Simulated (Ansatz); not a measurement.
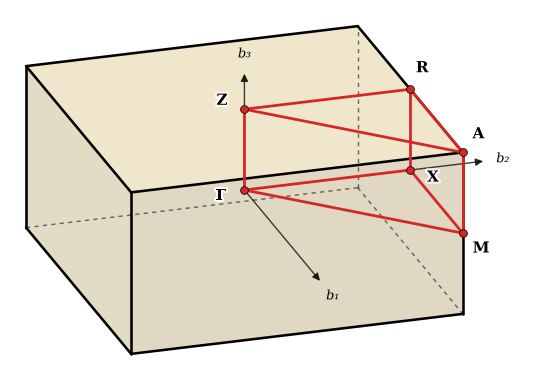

Crystal: MgTlF, coordinates from a relaxation with DFT PBE, scalar-relativistic, plane waves, PAW (Ansatz); the starting structure was generated, so it need not be a known form of this composition. The figure shows the first Brillouin zone with its special points and a band path. The drawing is computed from the coordinates (standard cell, symmetry found to 0.002 Å).

Labels and path follow the convention of Hinuma et al. (2017), as computed by seekpath; the arrows show the directions of the reciprocal primitive vectors b₁, b₂, b₃.

Which Bravais lattice has this zone?

Answer. A primitive tetragonal lattice (tP; extended symbol tP1). The zone is a parallelepiped in its combinatorial type: 6 faces (6 with 4 edges), 12 edges, 8 vertices.

In which order does the conventional band path visit the special points?

Answer. Γ–X–M–Γ–Z–R–A–Z | X–R | M–A
